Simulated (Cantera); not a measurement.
Feed: 1 mol Si3N4, 1.1 mol H2O, 710 mol H2, at 21.0 mbar.

These are equilibrium values from Cantera (NASA tables, ideal gas, pure condensed phases), not measurements of a reactor. Candidate condensed phases: H2O, Si, SiO2, Si2N2O, Si3N4; 35 gas species. Mutual solubility and eutectic melting of coexisting phases are not modelled. Gases not in the tables: Si2H6 and higher silanes. Kinetics and transport are ignored.

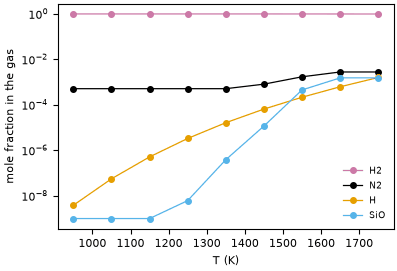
Figure. Equilibrium gas composition (values under 1e-9 drawn at 1e-9)

From 950 K to 1350 K the condensed part is Si2N2O(s) + Si3N4(s). At 1450 K the condensed part is Si(s) + Si2N2O(s) + Si3N4(s). At 1550 K the condensed part is Si(s) + Si2N2O(s). At 1650 K the condensed part is Si(s). At 1750 K the condensed part is Si(l).
